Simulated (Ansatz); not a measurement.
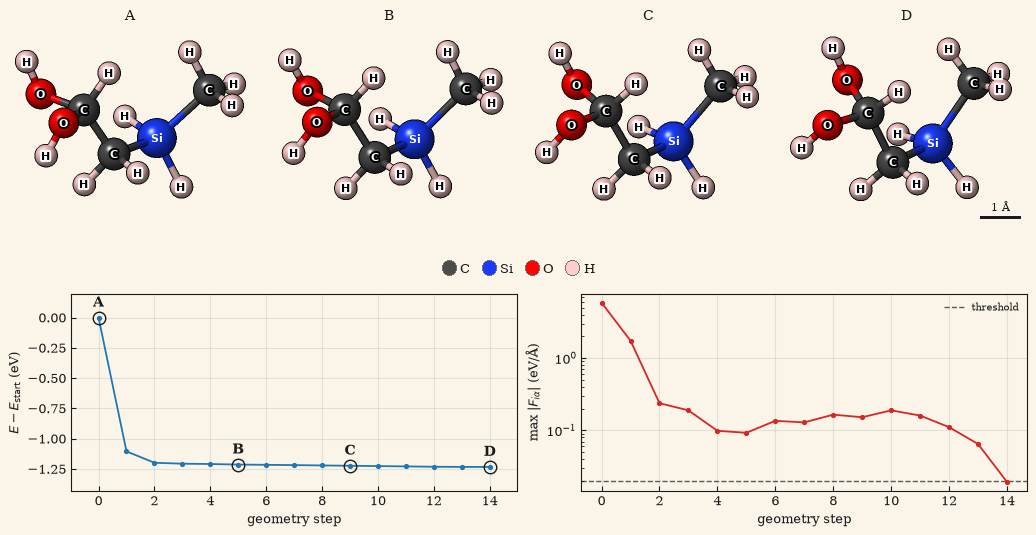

Frames of a relaxation of C₃H₁₀O₂Si, marked on the history of the run. The picture is a ball-and-stick view, seen at a tilt.

The run prepares the start of a later molecular dynamics calculation, from a guessed geometry.

These are results of RKS PBE-D4/STO-3G in Ansatz, not measurements.

Input
```yaml
crystal:
  periodic: [false, false, false]
  atoms:
    - { symbol: C, position_ang: [0.0164, -2.2502, -0.681] }
    - { symbol: Si, position_ang: [1.1618, -0.8237, -0.4139] }
    - { symbol: C, position_ang: [0.2869, 0.8486, -0.4461] }
    - { symbol: C, position_ang: [-0.6924, 1.0534, 0.6138] }
    - { symbol: O, position_ang: [-1.527, 2.1837, 0.2933] }
    - { symbol: O, position_ang: [-0.1925, 1.2914, 1.8809] }
    - { symbol: H, position_ang: [-0.5422, -2.0746, -1.6337] }
    - { symbol: H, position_ang: [0.524, -3.1516, -0.7373] }
    - { symbol: H, position_ang: [-0.7695, -2.24, 0.1523] }
    - { symbol: H, position_ang: [2.1881, -0.8443, -1.4689] }
    - { symbol: H, position_ang: [1.8694, -1.0355, 0.8912] }
    - { symbol: H, position_ang: [1.1066, 1.6302, -0.2992] }
    - { symbol: H, position_ang: [-0.1625, 1.0211, -1.4449] }
    - { symbol: H, position_ang: [-1.4711, 0.1973, 0.695] }
    - { symbol: H, position_ang: [-0.8864, 2.8773, 0.1196] }
    - { symbol: H, position_ang: [-0.9327, 1.2941, 2.5232] }
basis:
  gaussian: { orbitals: STO-3G }
hamiltonian:
  xc: pbe
  dispersion: d4
relax:
  f_tol: 0.02
  max_steps: 40
scf:
  lower_state_search: "off"
```

Command:
```bash
ansatz run input.yaml --threads 1 --pin off --max-ram 2048MiB --backend cpu --events-out ev --progress --plain --runs-dir out
```

What happens along the run?

Answer. After 14 geometry steps the energy has fallen by 1.233 eV. The largest force component goes from 5.9 to 0.019 eV/Å. The atom that moves furthest after the best rigid fit is O6 (0.84 Å). Largest moves by element: O 0.84 Å, H 0.83 Å, C 0.36 Å, Si 0.14 Å. Some distances before and after: C3–C4 1.458 → 1.572 Å, C4–O6 1.383 → 1.481 Å, O5–H15 0.960 → 1.039 Å, C1–H8 1.036 → 1.103 Å. Bond angles that change, for instance: C3–C4–O6 116.6° → 105.3°, C4–O6–H16 109.1° → 100.7°, O5–C4–O6 106.2° → 112.2°. Groups turn about C3–C4 by about 30°. From step 0 to 5: H15 moves most (0.31 Å), energy −1.213 eV. From step 5 to 9: H16 moves most (0.34 Å), energy −0.010 eV. From step 9 to 14: H16 moves most (0.38 Å), energy −0.010 eV.

Limits of the set-up: STO-3G is a minimal basis, so the numbers are rough.
